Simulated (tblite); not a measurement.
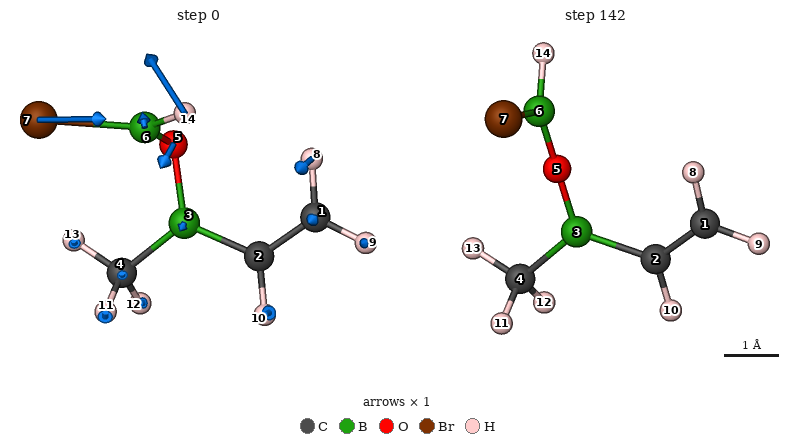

The structure of C3H7B2BrO before (left) and after (right) a relaxation, at one scale. The blue arrows give the displacements, at their true length.

The picture is a ball-and-stick view, seen at a tilt.

Method: GFN2-xTB geometry optimisation, gas phase in tblite 0.8.0. 

What changed between the two?

H14 moves most after the best rigid fit: 2.00 Å. By element the largest moves are H 2.00 Å, Br 1.85 Å, O 0.75 Å, B 0.34 Å, C 0.33 Å. Near-neighbour distances that change, for instance: O5–B6 1.460 → 1.288 Å, B3–O5 1.476 → 1.322 Å, B6–Br7 1.995 → 1.907 Å, C4–H11 1.118 → 1.089 Å. Among the angles between lasting bonds that change: B3–O5–B6 106.8° → 172.9°, O5–B6–H14 119.6° → 123.0°, H8–C1–H9 118.3° → 115.6°. The energy falls by 36.5 kcal/mol in 142 geometry steps.
